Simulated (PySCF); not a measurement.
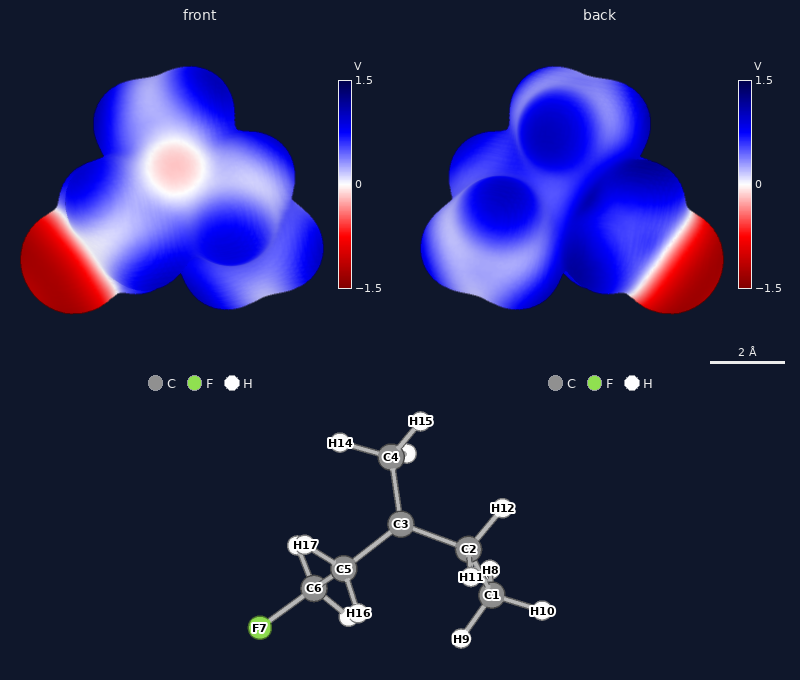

The picture shows: C$_{6}$H$_{12}$F (SMILES CC[C](C)CCF) (doublet). The molecular electrostatic potential painted on the density surface at 0.004 e/bohr³, seen from the front and from behind; red is negative and blue positive. The bare structure is drawn below in the same view.

Geometry: GFN2-xTB.

These are results of UKS B3LYP, pcH-1 on C F H, non-relativistic, mean-field spin-orbit, GIAO in PySCF 2.14.0, density-fitted response routines, not measurements.

```yaml
atoms:
  - { symbol: C, position_ang: [-1.4993, -1.1730, 1.0763] }
  - { symbol: C, position_ang: [-1.5152, -0.2313, -0.1421] }
  - { symbol: C, position_ang: [-0.2337, 0.4981, -0.3260] }
  - { symbol: C, position_ang: [-0.1155, 1.9049, 0.1333] }
  - { symbol: C, position_ang: [0.9741, -0.2249, -0.8003] }
  - { symbol: C, position_ang: [1.9934, -0.4653, 0.3249] }
  - { symbol: F, position_ang: [3.1116, -1.0931, -0.1727] }
  - { symbol: H, position_ang: [-1.2761, -0.6144, 1.9820] }
  - { symbol: H, position_ang: [-0.7474, -1.9474, 0.9506] }
  - { symbol: H, position_ang: [-2.4694, -1.6506, 1.1919] }
  - { symbol: H, position_ang: [-1.7326, -0.8383, -1.0276] }
  - { symbol: H, position_ang: [-2.3285, 0.4859, -0.0151] }
  - { symbol: H, position_ang: [-0.1323, 1.9752, 1.2276] }
  - { symbol: H, position_ang: [0.8100, 2.3556, -0.2173] }
  - { symbol: H, position_ang: [-0.9544, 2.5031, -0.2284] }
  - { symbol: H, position_ang: [0.6977, -1.1913, -1.2259] }
  - { symbol: H, position_ang: [1.4901, 0.3546, -1.5755] }
  - { symbol: H, position_ang: [1.5861, -1.1169, 1.1032] }
  - { symbol: H, position_ang: [2.3315, 0.4780, 0.7640] }
```

### Describe the electrostatic potential map.

The most negative region (about −1.3 V) lies over F7, the most positive (about +1.1 V) over H18 and H19.
